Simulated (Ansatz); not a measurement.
## Ligand exchange: InH3 + CH2BrI → InH2I + CH3Br

Species: InH3 `[InH3]`, singlet; CH2BrI `BrCI`, singlet; InH2I `[InH2][I]`, singlet; CH3Br (bromomethane) `CBr`, singlet. The partners trade H for I: In–H and C–I bonds give way to In–I and C–H.

Shapes, held fixed at every level: PBE0-D4/def2-TZVP. Programs: Ansatz 0.2.0. The zero-point and thermal change to 298 K, harmonic and unscaled (PBE0-D4/def2-TZVP), is +13.4 kJ/mol.

```csv
level,kind,ΔH(298 K) (kJ/mol),less CCSD(T)/def2-TZVPP,CPU time (sum over the molecules)
HF/def2-TZVPP,Hartree–Fock,-235.6,-32.9,–
PBE0-D4/def2-TZVPP,global hybrid,-208.5,-5.8,13 s
r2SCAN0-D4/def2-TZVPP,global hybrid,-217.1,-14.4,21 s
wB97X-V/def2-TZVPP,range-separated hybrid,-206.2,-3.5,32 s
CCSD(T)/def2-SVP,coupled cluster or CI,-218.1,-15.4,11 s
CCSD/def2-SVP,coupled cluster or CI,-222.1,-19.4,–
CCSD(T)/def2-TZVPP,coupled cluster or CI,-202.7,0.0,72 s
```

The highest level, CCSD(T)/def2-TZVPP, gives ΔH(298 K) = -202.7 kJ/mol; the levels span -235.6 to -202.7. The column of differences is taken from that level and isn't an error. No measured value is set beside it here. For atoms past krypton def2 sets carry core potentials with scalar relativity. Relativity is left out for Br. Outer-core shells of Br, I, In are correlated in most correlated rows, in sets that cover them unevenly. CCSD(T)/def2-TZVPP lies outside the range of all other levels here, so it shouldn't be taken on trust. Times are processor times on shared x86 and Arm servers, and rough.

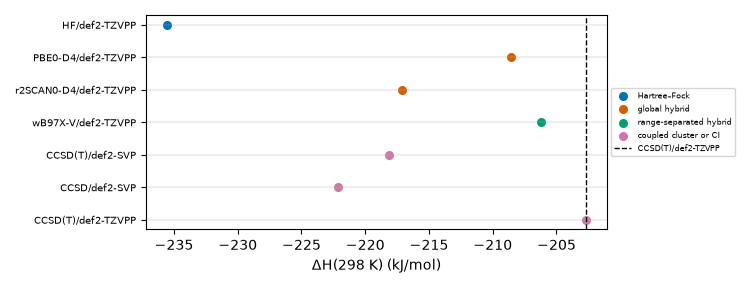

The values of the table, level by level.
